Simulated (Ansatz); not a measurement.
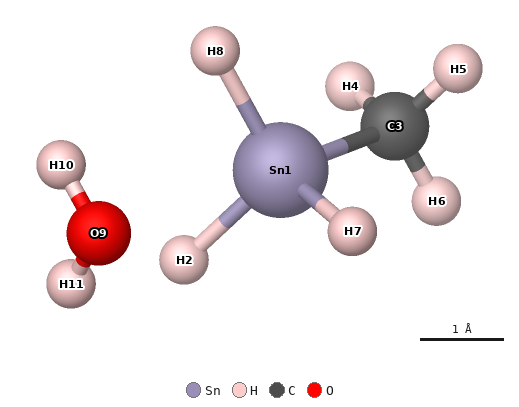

**Figure 1.** The structure as given in the input (ball-and-stick view, seen at a tilt; atoms are numbered from 1 in the order of the input). Sticks mark near contacts. Bond lengths as drawn: C–H 1.11 Å, C–Sn 2.18 Å, H–O 0.98 Å and H–Sn 1.72 to 1.74 Å.

Nudged elastic band, with input and output: CH8OSn

The run: nudged elastic band of CH8OSn. Method and program: RKS PBE-D4/def2-SVP (Ansatz 0.2.0).

It belongs to a series of runs on one base structure; here: band between the two ends. Figures and captions count atoms from 1; the log counts them from 0 in places.

### The program's output
```
Engine: ansatz 0.2.0, aarch64-unknown-linux-gnu
Functional definition: PBE
  parameter kappa = 0.804
  parameter beta = 0.06672455060314922
  exchange = pbe_x(kappa = kappa, mu = beta*pi^2/3)
  correlation = pbe_c(beta = beta)
1056 factors; their error is unknown
mean field evaluation 1: about -9026.8497 eV, gradient 7.2e1 eV
mean field evaluation 2: about -8996.5259 eV, gradient 1.3e2 eV
mean field evaluation 4: about -9038.0181 eV, gradient 1.1e1 eV
mean field evaluation 8: about -9038.3012 eV, gradient 1.2e-1 eV
mean field evaluation 16: about -9038.2791 eV, gradient 6.7e-5 eV
mean field -9038.27913872 eV, -332.1506319822 hartree, gradient 6.7e-5 eV, S^2 0.000000; 0 other end points of the search recorded, 0 dependent functions left out
the calculation of the forces begins
reference -9038.27918067 eV, -332.1506335240 hartree; 22, 22 occupied and 72, 72 virtual orbitals, 1056 factors
1056 factors; their error is unknown
mean field evaluation 32: about -9038.1489 eV, gradient 4.5e-5 eV
mean field -9038.14892737 eV, -332.1458468036 hartree, gradient 4.5e-5 eV, S^2 0.000000; 0 other end points of the search recorded, 0 dependent functions left out
[... from here on the field's lines of each further geometry are left out, up to the last ...]
NEB iter   1: max|band force component| = 8.621e0 eV/Å  barrier→ = 3.2473 eV  barrier← = 3.1229 eV  Δτ_max = 0.2000 Å  (182 SCF iters)
NEB iter   2: max|band force component| = 2.140e0 eV/Å  barrier→ = 2.3537 eV  barrier← = 2.2293 eV  Δτ_max = 0.2000 Å  (166 SCF iters)
NEB iter   3: max|band force component| = 3.286e0 eV/Å  barrier→ = 1.8442 eV  barrier← = 1.7198 eV  Δτ_max = 0.1001 Å  (146 SCF iters)
NEB iter   4: max|band force component| = 1.010e0 eV/Å  barrier→ = 1.4949 eV  barrier← = 1.3706 eV  Δτ_max = 0.1998 Å  (135 SCF iters)
NEB iter   5: max|band force component| = 1.270e0 eV/Å  barrier→ = 1.2183 eV  barrier← = 1.0940 eV  Δτ_max = 0.1040 Å  (141 SCF iters)
NEB iter   6: max|band force component| = 6.847e-1 eV/Å  barrier→ = 1.2642 eV  barrier← = 1.1399 eV  Δτ_max = 0.2000 Å  (139 SCF iters)
NEB iter   7: max|band force component| = 8.945e-1 eV/Å  barrier→ = 1.0966 eV  barrier← = 0.9722 eV  CI = image 2  Δτ_max = 0.2000 Å  (140 SCF iters)
NEB iter   8: max|band force component| = 7.173e-1 eV/Å  barrier→ = 1.4072 eV  barrier← = 1.2828 eV  CI = image 2  Δτ_max = 0.1003 Å  (142 SCF iters)
NEB iter   9: max|band force component| = 7.544e-1 eV/Å  barrier→ = 1.3679 eV  barrier← = 1.2436 eV  CI = image 2  Δτ_max = 0.1003 Å  (137 SCF iters)
NEB iter  10: max|band force component| = 3.857e-1 eV/Å  barrier→ = 1.3589 eV  barrier← = 1.2346 eV  CI = image 2  Δτ_max = 0.1003 Å  (134 SCF iters)
NEB iter  11: max|band force component| = 4.131e-1 eV/Å  barrier→ = 1.3851 eV  barrier← = 1.2607 eV  CI = image 2  Δτ_max = 0.1004 Å  (136 SCF iters)
NEB iter  12: max|band force component| = 2.194e-1 eV/Å  barrier→ = 1.3629 eV  barrier← = 1.2385 eV  CI = image 2  Δτ_max = 0.0998 Å  (132 SCF iters)
NEB iter  13: max|band force component| = 1.949e-1 eV/Å  barrier→ = 1.3447 eV  barrier← = 1.2203 eV  CI = image 2  Δτ_max = 0.0995 Å  (130 SCF iters)
NEB iter  14: max|band force component| = 1.698e-1 eV/Å  barrier→ = 1.3283 eV  barrier← = 1.2039 eV  CI = image 2  Δτ_max = 0.2000 Å  (130 SCF iters)
NEB iter  15: max|band force component| = 1.506e-1 eV/Å  barrier→ = 1.2968 eV  barrier← = 1.1724 eV  CI = image 2  Δτ_max = 0.1990 Å  (135 SCF iters)
NEB iter  16: max|band force component| = 2.017e-1 eV/Å  barrier→ = 1.2773 eV  barrier← = 1.1530 eV  CI = image 2  Δτ_max = 0.1011 Å  (133 SCF iters)
NEB iter  17: max|band force component| = 1.933e-1 eV/Å  barrier→ = 1.2687 eV  barrier← = 1.1444 eV  CI = image 2  Δτ_max = 0.0997 Å  (136 SCF iters)
NEB iter  18: max|band force component| = 1.678e-1 eV/Å  barrier→ = 1.2624 eV  barrier← = 1.1380 eV  CI = image 2  Δτ_max = 0.0698 Å  (134 SCF iters)
NEB iter  19: max|band force component| = 1.413e-1 eV/Å  barrier→ = 1.2587 eV  barrier← = 1.1343 eV  CI = image 2  Δτ_max = 0.0768 Å  (136 SCF iters)
NEB iter  20: max|band force component| = 1.191e-1 eV/Å  barrier→ = 1.2561 eV  barrier← = 1.1318 eV  CI = image 2  Δτ_max = 0.0991 Å  (135 SCF iters)
NEB iter  21: max|band force component| = 1.142e-1 eV/Å  barrier→ = 1.2553 eV  barrier← = 1.1309 eV  CI = image 2  Δτ_max = 0.0863 Å  (136 SCF iters)
NEB iter  22: max|band force component| = 1.545e-1 eV/Å  barrier→ = 1.2547 eV  barrier← = 1.1303 eV  CI = image 2  Δτ_max = 0.0426 Å  (136 SCF iters)
NEB iter  23: max|band force component| = 8.551e-2 eV/Å  barrier→ = 1.2540 eV  barrier← = 1.1297 eV  CI = image 2  Δτ_max = 0.0425 Å  (140 SCF iters)
NEB iter  24: max|band force component| = 8.525e-2 eV/Å  barrier→ = 1.2532 eV  barrier← = 1.1289 eV  CI = image 2  Δτ_max = 0.0425 Å  (135 SCF iters)
NEB iter  25: max|band force component| = 1.037e-1 eV/Å  barrier→ = 1.2531 eV  barrier← = 1.1288 eV  CI = image 2  Δτ_max = 0.0425 Å  (138 SCF iters)
NEB iter  26: max|band force component| = 5.886e-2 eV/Å  barrier→ = 1.2521 eV  barrier← = 1.1277 eV  CI = image 2  Δτ_max = 0.0425 Å  (138 SCF iters)
NEB iter  27: max|band force component| = 5.382e-2 eV/Å  barrier→ = 1.2516 eV  barrier← = 1.1272 eV  CI = image 2  Δτ_max = 0.0425 Å  (140 SCF iters)
the calculation of the forces begins
reference -9038.13321481 eV, -332.1452693775 hartree; 22, 22 occupied and 72, 72 virtual orbitals, 1056 factors
1056 factors; their error is unknown
mean field evaluation 1152: about -9033.9240 eV, gradient 3.6e1 eV
mean field -9036.99670193 eV, -332.1035032997 hartree, gradient 2.0e-5 eV, S^2 0.000000; 1 other end points of the search recorded, 0 dependent functions left out
the calculation of the forces begins
reference -9036.99674422 eV, -332.1035048536 hartree; 22, 22 occupied and 72, 72 virtual orbitals, 1056 factors
NEB iter  28: max|band force component| = 4.864e-2 eV/Å  barrier→ = 1.2515 eV  barrier← = 1.1271 eV  CI = image 2  Δτ_max = 0.0000 Å  (259 SCF iters)
```

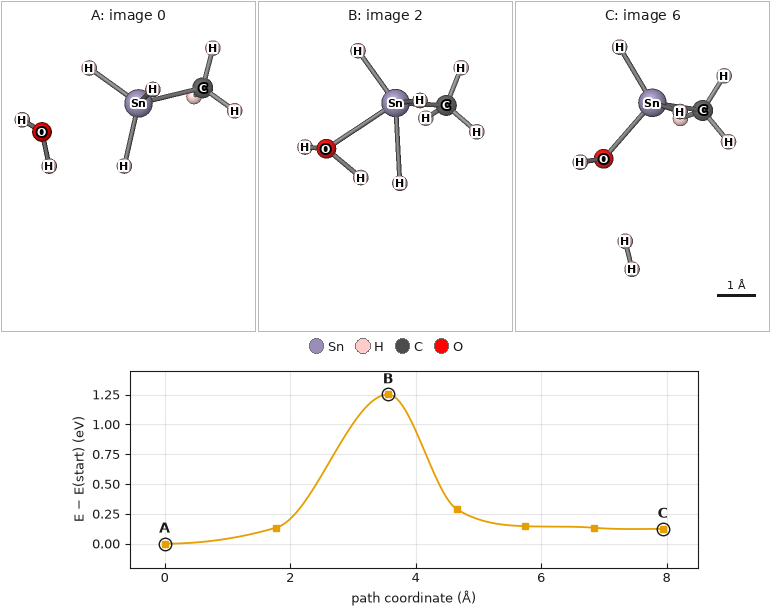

**Figure 2.** Images of the last band (counted from 0; ball-and-stick, seen at a tilt) above the energy along the path; the line is a cubic interpolation that uses the forces. The highest image is number 2, 1.251 eV above the start and 1.127 eV above the end (the climbing image); the end lies 0.124 eV above the start. The path is 7.94 Å long. The band converged in 28 iterations.

```
Total energy: -9037.18397984 eV, -332.1103856357 hartree
Atom 0 at    -0.300212     0.343845    -0.486648 Å, force     0.021745     0.008345    -0.020716 eV/Å
Atom 1 at    -0.110631     0.720355     1.635992 Å, force    -0.003296     0.000235    -0.000678 eV/Å
Atom 2 at     1.800826    -0.194912    -0.445617 Å, force     0.000010    -0.008284     0.013257 eV/Å
Atom 3 at     1.905947    -1.186375     0.036048 Å, force    -0.003782     0.006064    -0.006449 eV/Å
Atom 4 at     2.185876    -0.251698    -1.482355 Å, force     0.004487     0.000465    -0.000867 eV/Å
Atom 5 at     2.365654     0.554101     0.139201 Å, force    -0.000621     0.001011    -0.007239 eV/Å
Atom 6 at    -0.722051     1.993981    -0.767468 Å, force    -0.000481     0.001119     0.002248 eV/Å
Atom 7 at    -1.033775    -0.635875    -1.738928 Å, force     0.000047     0.001896     0.000045 eV/Å
Atom 8 at    -1.769009    -0.525437     0.949884 Å, force    -0.047919    -0.029998    -0.002175 eV/Å
Atom 9 at    -1.762578    -1.502190     1.039724 Å, force     0.005062     0.004584     0.003354 eV/Å
Atom 10 at    -0.939647     0.054506     1.611568 Å, force     0.024748     0.014563     0.019219 eV/Å
Dipole moment:     0.219953    -0.328322    -0.125684 e Å
this run last wrote the band of iteration 28 to [file]
```

### The last band as extended XYZ (Å, eV, eV/Å)
```
11
Properties=species:S:1:pos:R:3:forces:R:3 image=0 energy=-9038.43541
Sn    0.2085    0.0889   -0.0924   -0.0004   0.0011  -0.0025
H     0.2250   -0.2210    1.6152    0.0013   0.0010   0.0014
C     2.2669   -0.0067   -0.7982   -0.0042   0.0001   0.0017
H     2.6935   -1.0072   -0.5924    0.0004  -0.0014   0.0006
H     2.3003    0.1818   -1.8886   -0.0002  -0.0004  -0.0017
H     2.8781    0.7588   -0.2827    0.0012   0.0008   0.0002
H    -0.4357    1.6509   -0.4292    0.0003  -0.0007   0.0006
H    -0.6927   -1.1546   -0.8936    0.0010   0.0004   0.0014
O    -2.7314    0.0321    1.0932    0.0013  -0.0001   0.0024
H    -2.7952   -0.8956    0.7975   -0.0015  -0.0014  -0.0054
H    -2.2969   -0.0571    1.9625    0.0007   0.0007   0.0014
11
Properties=species:S:1:pos:R:3:forces:R:3 image=1 energy=-9038.30005
Sn    0.0500    0.4441   -0.3296    0.0337   0.0087   0.0128
H    -0.0805    0.3863    1.4074    0.0029  -0.0304  -0.0272
C     2.1199   -0.1066   -0.6488    0.0344   0.0164  -0.0183
H     2.2473   -1.1317   -0.2484    0.0441   0.0127  -0.0284
H     2.3891   -0.0985   -1.7207    0.0262   0.0172  -0.0267
H     2.7797    0.5816   -0.0883    0.0482   0.0110  -0.0308
H    -0.3718    2.0434   -0.8221    0.0315  -0.0017  -0.0157
H    -0.9344   -0.6929   -1.1791    0.0125  -0.0198   0.0651
O    -2.5535   -0.4931    1.3163   -0.0941   0.0067   0.0462
H    -2.2782   -1.3852    1.0319   -0.0483   0.0057   0.0062
H    -1.7474   -0.1770    1.7727   -0.0910  -0.0265   0.0167
11
Properties=species:S:1:pos:R:3:forces:R:3 image=2 energy=-9037.18394
Sn   -0.3002    0.3438   -0.4866    0.0217   0.0083  -0.0207
H    -0.1106    0.7204    1.6360   -0.0033   0.0002  -0.0007
C     1.8008   -0.1949   -0.4456    0.0000  -0.0083   0.0133
H     1.9059   -1.1864    0.0360   -0.0038   0.0061  -0.0064
H     2.1859   -0.2517   -1.4824    0.0045   0.0005  -0.0009
H     2.3657    0.5541    0.1392   -0.0006   0.0010  -0.0072
H    -0.7221    1.9940   -0.7675   -0.0005   0.0011   0.0022
H    -1.0338   -0.6359   -1.7389    0.0000   0.0019   0.0000
O    -1.7690   -0.5254    0.9499   -0.0479  -0.0300  -0.0022
H    -1.7626   -1.5022    1.0397    0.0051   0.0046   0.0034
H    -0.9396    0.0545    1.6116    0.0247   0.0146   0.0192
11
Properties=species:S:1:pos:R:3:forces:R:3 image=3 energy=-9038.14704
Sn   -0.4476    0.1809   -0.6995   -0.0500  -0.0643  -0.0855
H     0.0340    0.8366    2.1715    0.0531   0.0600   0.1868
C     1.6719   -0.2463   -0.4295   -0.0464  -0.0169   0.0046
H     1.8215   -1.2415    0.0302   -0.0264  -0.0133   0.0110
H     2.1393   -0.2437   -1.4348   -0.0171  -0.0070   0.0197
H     2.1591    0.5225    0.1999   -0.0780  -0.0034   0.0173
H    -0.7839    1.8742   -0.6686   -0.0304  -0.0539   0.0150
H    -1.0123   -0.5811   -2.1469    0.0098  -0.0028  -0.1427
O    -1.7236   -0.5610    0.7126    0.0163  -0.0107  -0.0788
H    -1.6784   -1.5345    0.7706    0.0344  -0.0097  -0.0823
H    -0.5596    0.3642    1.9859    0.1347   0.1221   0.1349
11
Properties=species:S:1:pos:R:3:forces:R:3 image=4 energy=-9038.28898
Sn   -0.4630    0.1813   -0.9544   -0.0027  -0.0014  -0.0039
H     0.0302    0.5780    2.8954    0.0012  -0.0036   0.0177
C     1.6163   -0.2052   -0.4777   -0.0004   0.0020  -0.0035
H     1.7391   -1.2568   -0.1548   -0.0036  -0.0021  -0.0039
H     2.2426   -0.0262   -1.3732    0.0022   0.0041   0.0003
H     1.9381    0.4665    0.3401   -0.0075  -0.0041   0.0038
H    -0.8535    1.8598   -1.0233   -0.0025  -0.0011  -0.0120
H    -0.9581   -0.6656   -2.3891    0.0009  -0.0049  -0.0071
O    -1.6426   -0.4448    0.5745    0.0054   0.0008  -0.0050
H    -1.5656   -1.4121    0.6842    0.0024   0.0086  -0.0005
H    -0.4630    0.2955    2.3697    0.0046   0.0016   0.0142
11
Properties=species:S:1:pos:R:3:forces:R:3 image=5 energy=-9038.30199
Sn   -0.3816    0.1318   -0.9844    0.0016  -0.0080   0.0042
H    -0.0869    0.4703    3.0410   -0.0127   0.0086   0.0073
C     1.6900   -0.1601   -0.4761   -0.0002  -0.0025  -0.0030
H     1.8140   -1.2116   -0.1541    0.0051   0.0023  -0.0050
H     2.3449    0.0430   -1.3440    0.0068   0.0065  -0.0043
H     1.9588    0.5102    0.3616    0.0028   0.0040  -0.0032
H    -0.8864    1.7948   -0.9951   -0.0050  -0.0055   0.0002
H    -0.8547   -0.6557   -2.4601    0.0017  -0.0032  -0.0003
O    -1.2724   -0.8344    0.5583    0.0289  -0.0252   0.0054
H    -2.2440   -0.8305    0.4782   -0.0397   0.0362  -0.0078
H    -0.4613    0.1125    2.4660    0.0107  -0.0132   0.0064
11
Properties=species:S:1:pos:R:3:forces:R:3 image=6 energy=-9038.31106
Sn   -0.2959    0.1411   -1.0357   -0.0261   0.0043  -0.0208
H    -0.6980    0.2072    3.4801   -0.0031  -0.0071  -0.0191
C     1.8022   -0.1364   -0.6367    0.0247  -0.0089  -0.0013
H     1.9456   -1.1575   -0.2333   -0.0027   0.0214  -0.0057
H     2.3933   -0.0202   -1.5658   -0.0144   0.0009   0.0199
H     2.1398    0.6042    0.1129   -0.0049  -0.0132  -0.0107
H    -0.7895    1.8068   -1.1172    0.0081  -0.0107   0.0118
H    -0.8421   -0.7146   -2.4484    0.0095  -0.0019   0.0166
O    -1.1440   -0.7263    0.5899   -0.0212   0.0107  -0.0097
H    -2.1107   -0.5873    0.5924    0.0273  -0.0019   0.0008
H    -0.7801   -0.0467    2.7533    0.0029   0.0065   0.0182
```

The run was set up as follows.

### Input
```yaml
crystal:
  periodic: [false, false, false]
  atoms:
    - { symbol: Sn, position_ang: [0.208494, 0.088918, -0.092403] }
    - { symbol: H, position_ang: [0.225035, -0.221003, 1.615243] }
    - { symbol: C, position_ang: [2.266897, -0.00675, -0.798214] }
    - { symbol: H, position_ang: [2.693511, -1.007222, -0.592448] }
    - { symbol: H, position_ang: [2.300259, 0.181833, -1.888553] }
    - { symbol: H, position_ang: [2.878133, 0.758825, -0.282672] }
    - { symbol: H, position_ang: [-0.435734, 1.650939, -0.429194] }
    - { symbol: H, position_ang: [-0.692714, -1.154633, -0.893608] }
    - { symbol: O, position_ang: [-2.731436, 0.032135, 1.093243] }
    - { symbol: H, position_ang: [-2.795187, -0.895621, 0.797516] }
    - { symbol: H, position_ang: [-2.296858, -0.057121, 1.962491] }
basis:
  gaussian: { orbitals: def2-SVP }
hamiltonian:
  xc: pbe
  dispersion: d4
neb:
  order_check: false
  images: 5
  f_tol: 0.05
  max_iterations: 60
  final_atoms:
    - { symbol: Sn, position_ang: [-0.29593531, 0.14108595, -1.0357401] }
    - { symbol: H, position_ang: [-0.69802389, 0.20719732, 3.48012149] }
    - { symbol: C, position_ang: [1.80217695, -0.13640423, -0.63673875] }
    - { symbol: H, position_ang: [1.94555205, -1.15747432, -0.23325654] }
    - { symbol: H, position_ang: [2.39327721, -0.0202389, -1.56583478] }
    - { symbol: H, position_ang: [2.13977871, 0.60423942, 0.11289532] }
    - { symbol: H, position_ang: [-0.78949157, 1.80677788, -1.11720343] }
    - { symbol: H, position_ang: [-0.8421224, -0.71454983, -2.44843576] }
    - { symbol: O, position_ang: [-1.14395376, -0.7263261, 0.58988927] }
    - { symbol: H, position_ang: [-2.11071385, -0.58734853, 0.59238772] }
    - { symbol: H, position_ang: [-0.78014415, -0.04665867, 2.75331656] }
  initial_path:
    images:
      - { positions_ang: [[0.208494, 0.088918, -0.092403], [0.225035, -0.221003, 1.615243], [2.266897, -0.00675, -0.798214], [2.693511, -1.007222, -0.592448], [2.300259, 0.181833, -1.888553], [2.878133, 0.758825, -0.282672], [-0.435734, 1.650939, -0.429194], [-0.692714, -1.154633, -0.893608], [-2.731436, 0.032135, 1.093243], [-2.795187, -0.895621, 0.797516], [-2.296858, -0.057121, 1.962491]] }
      - { positions_ang: [[0.13907202, 0.05935518, -0.06175342], [0.14736567, -0.14875262, 1.77333695], [2.18807172, -0.00452608, -0.76830788], [2.58823355, -1.02028694, -0.67412463], [2.22794699, 0.29774446, -1.81985604], [2.81209028, 0.67803495, -0.17889193], [-0.56239368, 1.57463035, -0.47946705], [-0.73456618, -1.24228175, -0.79110932], [-2.53670759, 0.02164042, 0.96340437], [-2.76034858, -0.8061895, 0.57465816], [-1.88836419, -0.03906847, 1.95351178]] }
      - { positions_ang: [[0.06965003, 0.02979237, -0.03110384], [0.06969634, -0.07650225, 1.9314309], [2.10924644, -0.00230217, -0.73840176], [2.48295609, -1.03335188, -0.75580126], [2.15563498, 0.41365593, -1.75115908], [2.74604756, 0.59724489, -0.07511185], [-0.68905335, 1.4983217, -0.52974009], [-0.77641836, -1.3299305, -0.68861063], [-2.34197918, 0.01114585, 0.83356574], [-2.72551017, -0.71675799, 0.35180032], [-1.47987037, -0.02101594, 1.94453256]] }
      - { positions_ang: [[0.00022805, 0.00022955, -0.00045426], [-0.00797299, -0.00425187, 2.08952485], [2.03042116, -7.825e-05, -0.70849564], [2.37767864, -1.04641683, -0.83747789], [2.08332297, 0.52956739, -1.68246212], [2.68000483, 0.51645484, 0.02866822], [-0.81571303, 1.42201305, -0.58001314], [-0.81827054, -1.41757925, -0.58611195], [-2.14725077, 0.00065127, 0.70372711], [-2.69067175, -0.62732649, 0.12894248], [-1.07137656, -0.00296341, 1.93555334]] }
      - { positions_ang: [[-0.09849307, 0.04718168, -0.34554954], [-0.23798996, 0.06623119, 2.55305706], [1.95433976, -0.04552024, -0.68457668], [2.23363644, -1.08343599, -0.63607077], [2.18664105, 0.34629863, -1.64358634], [2.49992946, 0.54571636, 0.05674392], [-0.80697254, 1.55026799, -0.75907657], [-0.82622116, -1.18323611, -1.20688655], [-1.81281843, -0.24167452, 0.66578116], [-2.49735245, -0.6140005, 0.28342423], [-0.97429909, -0.0175285, 2.20814108]] }
      - { positions_ang: [[-0.19721419, 0.09413382, -0.69064482], [-0.46800693, 0.13671426, 3.01658927], [1.87825835, -0.09096224, -0.66065771], [2.08959424, -1.12045516, -0.43466365], [2.28995913, 0.16302986, -1.60471056], [2.31985408, 0.57497789, 0.08481962], [-0.79823206, 1.67852294, -0.93814], [-0.83417178, -0.94889297, -1.82766116], [-1.47838609, -0.48400031, 0.62783522], [-2.30403315, -0.60067451, 0.43790597], [-0.87722162, -0.03209358, 2.48072882]] }
      - { positions_ang: [[-0.29593531, 0.14108595, -1.0357401], [-0.69802389, 0.20719732, 3.48012149], [1.80217695, -0.13640423, -0.63673875], [1.94555205, -1.15747432, -0.23325654], [2.39327721, -0.0202389, -1.56583478], [2.13977871, 0.60423942, 0.11289532], [-0.78949157, 1.80677788, -1.11720343], [-0.8421224, -0.71454983, -2.44843576], [-1.14395376, -0.7263261, 0.58988927], [-2.11071385, -0.58734853, 0.59238772], [-0.78014415, -0.04665867, 2.75331656]] }
```

Command:
```bash
ansatz run input.yaml --threads 2 --pin off --max-ram 3072MiB --backend cpu --events-out ev --progress --plain --runs-dir out
```

### Key numbers

| quantity | value |
| --- | --- |
| outcome | converged |
| barrier, forward | 1.252 eV |
| barrier, backward | 1.127 eV |
| hardware | 2 threads of Arm Neoverse V1, 24 GiB of memory available, shared host |
| wall time | 3.5 min (CPU time 6.7 min) |
| peak memory | 0.13 GiB |

### Remarks

The order of the saddle point was not checked.
